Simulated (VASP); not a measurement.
## A VASP study of BaTi2Bi2O (PBEsol): structure first, properties next

Aim: relax BaTi2Bi2O, then compute properties on the relaxed cell. The steps: relaxing cell and atoms (PBEsol), second relaxation, single point with fields (PBEsol), band structure (PBEsol), total and projected DOS (PBEsol), electric field gradients (PBEsol) and independent-particle dielectric function (PBEsol). The start is a computed cell from the Materials Project.

Main program and level: VASP 6.6.1; PBEsol, no spin polarisation; plane waves and PAW (Ba_sv, Ti_sv, Bi_d, O).

**1. The structure**

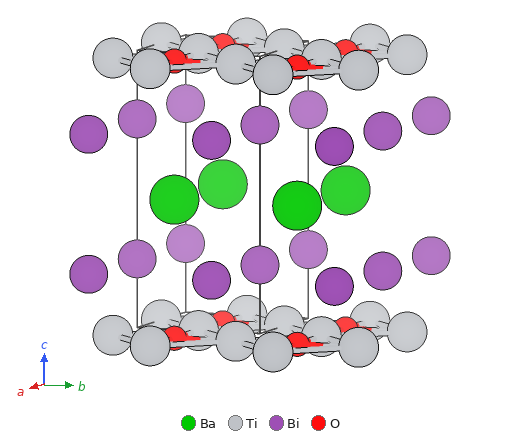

The starting structure, seen slightly off an axis (barium green, titanium light grey, bismuth purple, oxygen red). 2×2×1 cells are drawn. Some periodic images of atoms are drawn too.

**2. Relaxing cell and atoms (PBEsol)**

The start need not lie at this functional's minimum. ISIF = 3 frees volume, shape and positions, and EDIFFG sets the threshold on forces and stress at which the search stops. PBEsol restores the gradient expansion of exchange and is tuned for the cells of solids.

Contents of INCAR:

```
SYSTEM = BaTi2Bi2O
PREC = Accurate
ENCUT = 520
EDIFF = 1E-06
NELM = 100
ISMEAR = 0
SIGMA = 0.05
LREAL = .FALSE.
ALGO = Normal
GGA = PS
NBANDS = 43
LASPH = .TRUE.
LORBIT = 11
LWAVE = .FALSE.
LCHARG = .FALSE.
KPAR = 4
IBRION = 2
NSW = 60
ISIF = 3
EDIFFG = -0.01
```

Contents of POSCAR:

```
BaTi2Bi2O
1.0
    4.1153140000      0.0000000000      0.0000000000
    0.0000000000      4.1153140000      0.0000000000
    0.0000000000      0.0000000000      8.7072780000
Ba Ti Bi O
1 2 2 1
Direct
    0.5000000000      0.5000000000      0.5000000000
    0.0000000000      0.5000000000      0.0000000000
    0.5000000000      0.0000000000      0.0000000000
    0.0000000000      0.0000000000      0.2475640000
    0.0000000000      0.0000000000      0.7524360000
    0.5000000000      0.5000000000      0.0000000000
```

Contents of KPOINTS:

```
Automatic mesh
0
Gamma
7 7 3
0 0 0
```

PAW data sets: Ba_sv, Ti_sv, Bi_d and O (PBE family, release 64).

The run is started by

```
$ mpirun -np 4 vasp_std
```

The program printed:

```text
[banner, memory and clock lines left out]
running    4 mpi-ranks, on    1 nodes
 distrk:  each k-point on    1 cores,    4 groups
 distr:  one band on    1 cores,    1 groups

 POSCAR found type information on POSCAR BaTiBiO
 POSCAR found :  4 types and       6 ions
|                                                                             |
|               ----> ADVICE to this user running VASP <----                  |
|                                                                             |
|     You enforced a specific xc type in the INCAR file but a different       |
|     [... a line on the potential file left out ...]
|     I HOPE YOU KNOW WHAT YOU ARE DOING!                                     |
|                                                                             |

 LDA part: xc-table for (Slater+PW92), standard interpolation
 POSCAR, INCAR and KPOINTS ok, starting setup
 FFT: planning ... GRIDC
 FFT: planning ... GRID_SOFT
 FFT: planning ... GRID
 WAVECAR not read
 entering main loop
       N       E                     dE             d eps       ncg     rms          rms(c)
DAV:   1     0.942813773331E+03    0.94281E+03   -0.35081E+04  1720   0.188E+03
DAV:   2     0.975682932198E+02   -0.84525E+03   -0.82665E+03  1752   0.558E+02
DAV:   3    -0.354461868293E+02   -0.13301E+03   -0.13005E+03  2648   0.215E+02
DAV:   4    -0.455552662854E+02   -0.10109E+02   -0.99901E+01  2720   0.527E+01
DAV:   5    -0.462424684448E+02   -0.68720E+00   -0.68592E+00  2536   0.101E+01    0.182E+01
DAV:   6    -0.436006338603E+02    0.26418E+01   -0.74552E+01  2538   0.387E+01    0.138E+01
DAV:   7    -0.406025370287E+02    0.29981E+01   -0.29863E+01  2378   0.255E+01    0.613E+00
DAV:   8    -0.403737342061E+02    0.22880E+00   -0.24481E+00  2173   0.684E+00    0.260E+00
DAV:   9    -0.403416635086E+02    0.32071E-01   -0.11516E+00  2657   0.490E+00    0.188E+00
DAV:  10    -0.403072318351E+02    0.34432E-01   -0.20885E-01  2416   0.239E+00    0.677E-01
DAV:  11    -0.403080770329E+02   -0.84520E-03   -0.26156E-02  2269   0.813E-01    0.192E-01
DAV:  12    -0.403077005787E+02    0.37645E-03   -0.43460E-03  2400   0.275E-01    0.518E-02
DAV:  13    -0.403076635687E+02    0.37010E-04   -0.30512E-04  2400   0.101E-01    0.265E-02
DAV:  14    -0.403076811988E+02   -0.17630E-04   -0.55047E-05  2616   0.452E-02    0.715E-03
DAV:  15    -0.403076816656E+02   -0.46677E-06   -0.94569E-06  2258   0.195E-02
   1 F= -.40307682E+02 E0= -.40305286E+02  d E =-.403077E+02
 curvature:   0.00 expect dE= 0.000E+00 dE for cont linesearch  0.000E+00
 trial: gam= 0.00000 g(F)=  0.533E-02 g(S)=  0.265E+00 ort = 0.000E+00 (trialstep = 0.100E+01)
 search vector abs. value=  0.271E+00
 bond charge predicted
       N       E                     dE             d eps       ncg     rms          rms(c)
DAV:   1    -0.459458405485E+02   -0.56382E+01   -0.13502E+02  2102   0.102E+02    0.166E+01
DAV:   2    -0.430177812568E+02    0.29281E+01   -0.47332E+01  2229   0.412E+01    0.846E+00
DAV:   3    -0.407531448212E+02    0.22646E+01   -0.14429E+01  2470   0.226E+01    0.522E+00
DAV:   4    -0.402934210056E+02    0.45972E+00   -0.25786E+00  2432   0.113E+01    0.105E+00
DAV:   5    -0.403182439475E+02   -0.24823E-01   -0.56427E-01  2752   0.255E+00    0.102E+00
DAV:   6    -0.403296370838E+02   -0.11393E-01   -0.30961E-02  2481   0.805E-01    0.652E-01
DAV:   7    -0.403452970346E+02   -0.15660E-01   -0.22819E-02  2592   0.598E-01    0.197E-01
DAV:   8    -0.403467576798E+02   -0.14606E-02   -0.66213E-03  2832   0.329E-01    0.982E-02
DAV:   9    -0.403468180065E+02   -0.60327E-04   -0.61067E-04  2303   0.103E-01    0.709E-02
DAV:  10    -0.403469181945E+02   -0.10019E-03   -0.28940E-04  2298   0.952E-02    0.198E-02
DAV:  11    -0.403469183855E+02   -0.19103E-06   -0.36694E-05  2252   0.319E-02    0.487E-03
DAV:  12    -0.403469195211E+02   -0.11356E-05   -0.28344E-06  1797   0.830E-03    0.252E-03
DAV:  13    -0.403469194496E+02    0.71512E-07   -0.59166E-07  1052   0.542E-03
   2 F= -.40346919E+02 E0= -.40344333E+02  d E =-.392378E-01
[... from here on, the cycles between the ionic steps are left out ...]
   3 F= -.40390119E+02 E0= -.40387558E+02  d E =-.824378E-01
   4 F= -.40390095E+02 E0= -.40387529E+02  d E =-.824129E-01
   5 F= -.40391230E+02 E0= -.40388748E+02  d E =-.113508E-02
   6 F= -.40392404E+02 E0= -.40390114E+02  d E =-.230986E-02
   7 F= -.40392613E+02 E0= -.40390279E+02  d E =-.208208E-03
   8 F= -.40392622E+02 E0= -.40390296E+02  d E =-.217660E-03
   9 F= -.40392626E+02 E0= -.40390255E+02  d E =-.410902E-05
 trial-energy change:   -0.000004  1 .order   -0.000025   -0.000203    0.000153
 step:   0.6350(harm=  0.7509)  dis= 0.00119  next Energy=   -40.392669 (dE=-0.466E-04)
 bond charge predicted
       N       E                     dE             d eps       ncg     rms          rms(c)
DAV:   1    -0.403934295409E+02   -0.80368E-03   -0.43137E-02  2539   0.145E+00    0.205E-01
DAV:   2    -0.403932748127E+02    0.15473E-03   -0.71966E-03  2295   0.521E-01    0.131E-01
DAV:   3    -0.403927278407E+02    0.54697E-03   -0.30556E-03  2306   0.242E-01    0.585E-02
DAV:   4    -0.403926642119E+02    0.63629E-04   -0.36506E-04  2201   0.147E-01    0.981E-03
DAV:   5    -0.403926668603E+02   -0.26483E-05   -0.52727E-05  2746   0.289E-02    0.106E-02
DAV:   6    -0.403926674051E+02   -0.54480E-06   -0.17064E-06  1521   0.675E-03
  10 F= -.40392667E+02 E0= -.40390320E+02  d E =-.453031E-04
 curvature:  -0.57 expect dE=-0.205E-04 dE for cont linesearch -0.796E-05
 trial: gam= 0.00000 g(F)=  0.311E-10 g(S)=  0.359E-04 ort =-0.584E-04 (trialstep = 0.118E+01)
 search vector abs. value=  0.359E-04
 reached required accuracy - stopping structural energy minimisation
```

The job ended after 3.6 min (4 MPI ranks of Intel Xeon Platinum 8124M at 3.00GHz (Skylake/Cascade Lake), shared host; peak memory 1.4 GiB).

Lines that name or quote the potential files are left out of all logs, and their timing lines are given in words.

OUTCAR, selected parts (step 2):

```text
ion  position               nearest neighbor table
   1  0.500  0.500  0.500-   4 3.65   5 3.65   4 3.65   5 3.65   4 3.65   5 3.65   4 3.65   5 3.65

  LATTYP: Found a simple tetragonal cell.
 ALAT       =     4.1153140000
 C/A-ratio  =     2.1158234827

 Subroutine GETGRP returns: Found 16 space group operations
 (whereof 16 operations were pure point group operations)

The static configuration has the point symmetry D_4h.

 Found     20 irreducible k-points:

   k-points           NKPTS =     20   k-points in BZ     NKDIM =     20   number of bands    NBANDS=     43

   dimension x,y,z NGX =    32 NGY =   32 NGZ =   70
   dimension x,y,z NGXF=    64 NGYF=   64 NGZF=  140

   ENCUT  =  520.0 eV  38.22 Ry    6.18 a.u.   7.65  7.65 16.19*2*pi/ulx,y,z

   NELECT =      70.0000    total number of electrons

 k-points in reciprocal lattice and weights: Automatic mesh
   0.00000000  0.00000000  0.00000000       0.007
   0.14285714  0.00000000  0.00000000       0.027
   0.28571429  0.00000000  0.00000000       0.027
   0.42857143  0.00000000  0.00000000       0.027
   0.14285714  0.14285714  0.00000000       0.027
   0.28571429  0.14285714  0.00000000       0.054
   0.42857143  0.14285714  0.00000000       0.054
   0.28571429  0.28571429  0.00000000       0.027
   0.42857143  0.28571429  0.00000000       0.054
[...]
0.42857143  0.28571429  0.33333333       0.109
   0.42857143  0.42857143  0.33333333       0.054

 average (electrostatic) potential at core
       1 -33.6108       2 -74.2184       3 -74.2184       4-103.2704       5-103.2704
       6 -70.0744

 E-fermi :   6.9208

 k-point     1 :       0.0000    0.0000    0.0000
  band No.  band energies     occupation
    ...
     31       5.0347      2.00000
     32       5.3787      2.00000
     33       5.6142      2.00000
     34       6.6136      2.00000
     35       6.8384      1.98025
     36       7.2686      0.00000
     37       7.2686      0.00000
     38       7.7693      0.00000
     39       8.1051      0.00000
     40       8.1051      0.00000
    ...

 k-point     2 :       0.1429    0.0000    0.0000
  band No.  band energies     occupation
    ...
     31       5.1592      2.00000
     32       5.4393      2.00000
     33       5.5265      2.00000
     34       5.9300      2.00000
     35       6.3071      2.00000
     36       7.2810      0.00000
     37       7.5469      0.00000
     38       7.9425      0.00000
     39       7.9940      0.00000
     40       8.1154      0.00000
    ...

 k-point     3 :       0.2857    0.0000    0.0000
  band No.  band energies     occupation
    ...
     31       4.9067      2.00000
     32       5.4948      2.00000
     33       5.6311      2.00000
     34       5.8063      2.00000
     35       6.2894      2.00000
     36       7.3786      0.00000
     37       7.6644      0.00000
     38       7.7252      0.00000
     39       8.1451      0.00000
     40       8.3589      0.00000
    ...

  Total        0.0454737      0.0454737      0.0180731      0.0000000     -0.0000000      0.0000000
  in kB        0.5202810      0.5202810      0.2067803      0.0000000     -0.0000000      0.0000000
  external PRESSURE =       0.4157807 kB  Pullay stress =       0.0000000 kB

  energy-cutoff  :      520.00
  volume of cell :      140.03
      direct lattice vectors                 reciprocal lattice vectors
     4.057017468  0.000000000  0.000000000     0.246486491  0.000000000  0.000000000
     0.000000000  4.057017468  0.000000000     0.000000000  0.246486491 -0.000000000
     0.000000000  0.000000000  8.507844185     0.000000000 -0.000000000  0.117538589

 POSITION                                       TOTAL-FORCE (eV/Angst)
 -----------------------------------------------------------------------------------
      2.02851      2.02851      4.25392         0.000000      0.000000      0.000000
      0.00000      2.02851      0.00000         0.000000     -0.000000      0.000000
      2.02851      0.00000      0.00000         0.000000     -0.000000      0.000000
      0.00000      0.00000      2.11422         0.000000      0.000000      0.000018
      0.00000      0.00000      6.39362         0.000000     -0.000000     -0.000018
      2.02851      2.02851      0.00000         0.000000     -0.000000      0.000000
 -----------------------------------------------------------------------------------
    total drift:                                0.000000      0.000000     -0.000000

  FREE ENERGIE OF THE ION-ELECTRON SYSTEM (eV)
  ---------------------------------------------------
  free  energy   TOTEN  =       -40.3926674051 eV

  energy  without entropy=      -40.3879719010  energy(sigma->0) =      -40.39031965

 reached required accuracy - stopping structural energy minimisation

 total charge
# of ion       s       p       d       tot
------------------------------------------
    1        2.014   5.565   0.365   7.944
    2        2.176   6.141   1.966  10.283
    3        2.176   6.141   1.966  10.283
    4        1.439   1.686   9.898  13.023
    5        1.439   1.686   9.898  13.023
    6        1.557   3.463   0.000   5.021
--------------------------------------------------
tot         10.800  24.682  24.094  59.576

[... 3 further parts left out ...]
```

CONTCAR:

```
BaTi2Bi2O
   1.00000000000000
     4.0570174679404767    0.0000000000000000    0.0000000000000000
     0.0000000000000000    4.0570174679404767    0.0000000000000000
     0.0000000000000000    0.0000000000000000    8.5078441848501623
  Ba              Ti              Bi              O
     1     2     2     1
Direct
     0.5000000000000000    0.5000000000000000    0.5000000000000000
     0.0000000000000000    0.5000000000000000    0.0000000000000000
     0.5000000000000000    0.0000000000000000    0.0000000000000000
     0.0000000000000000    0.0000000000000000    0.2485024431259695
     0.0000000000000000    0.0000000000000000    0.7514975568740304
     0.5000000000000000    0.5000000000000000    0.0000000000000000
```

This run has no spin polarisation, although Ti can carry a moment. The k-mesh is coarse for a metal. Harder data sets than Ba_sv exist (the GW ones), and pressures, volumes and forces can shift noticeably with them. The PAW data sets were made with PBE, which is usual practice but a small mismatch for other functionals. The run keeps the 16 symmetry operations of its start, so it cannot find a distortion of lower symmetry.

The steps of the relaxation:

```tsv
step	energy less that of the first step (eV)	largest force (eV/Å)	pressure (GPa)	volume (Å³)
1	0.0000	0.2350	-3.60	147.46
2	-0.0392	0.3109	2.96	135.99
3	-0.0824	0.0645	-0.04	140.62
4	-0.0824	0.0713	0.03	140.49
5	-0.0835	0.0649	0.04	140.34
6	-0.0847	0.0506	0.06	139.98
7	-0.0849	0.0009	-0.09	140.19
8	-0.0849	0.0090	-0.09	140.15
9	-0.0849	0.0102	0.05	139.91
10	-0.0850	0.0000	0.04	140.03
```

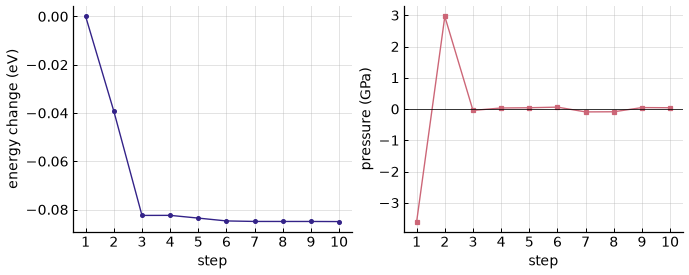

Energy and pressure along the relaxation.

```tsv
conventional cell, symmetrised	before	after	change
a (Å)	4.115	4.057	-1.4 %
b (Å)	4.115	4.057	-1.4 %
c (Å)	8.707	8.508	-2.3 %
volume (Å³/atom)	24.58	23.34	-5.0 %
```

Final coordinates:

```cif
data_structure
_symmetry_space_group_name_H-M 'P 1'
_symmetry_Int_Tables_number 1
_cell_length_a 4.0570
_cell_length_b 4.0570
_cell_length_c 8.5078
_cell_angle_alpha 90.000
_cell_angle_beta 90.000
_cell_angle_gamma 90.000
_cell_volume 140.03
loop_
_atom_site_label
_atom_site_type_symbol
_atom_site_fract_x
_atom_site_fract_y
_atom_site_fract_z
_atom_site_occupancy
Ba1 Ba 0.50000 0.50000 0.50000 1
Ti2 Ti 0.00000 0.50000 0.00000 1
Ti3 Ti 0.50000 0.00000 0.00000 1
Bi4 Bi 0.00000 0.00000 0.24850 1
Bi5 Bi 0.00000 0.00000 0.75150 1
O6 O 0.50000 0.50000 0.00000 1
```

This step gave:

```
electrons                       : 70
bands                           : 43
irreducible k points            : 20
symmetry operations             : 16
free energy (TOTEN)             : -40.39 eV
energy at zero smearing         : -40.39 eV
Fermi energy                    : 6.921 eV
pressure                        : 0.04158 GPa
metallic                        : yes
SCF cycles over all ionic steps : 94
```

It ends with forces under 0.001 eV/Å and a pressure of 0.04 GPa.

[end of part 1 of 4]

[Lines on the potential files, build, host, timing and source positions are cut from VASP's logs without a mark.]

[Logs are printed without paths, hosts, clocks, repeated set-up lines and the standing remarks that a program may print on its own settings, such as how far it seeks lower states.]

[Hosts, paths, dates, database ids (printed as entryN), source tags and the programs' standing remarks are cut or masked in the printed files.]

[A measured line is paired with the nearest computed mode of its activity, which favours agreement.]
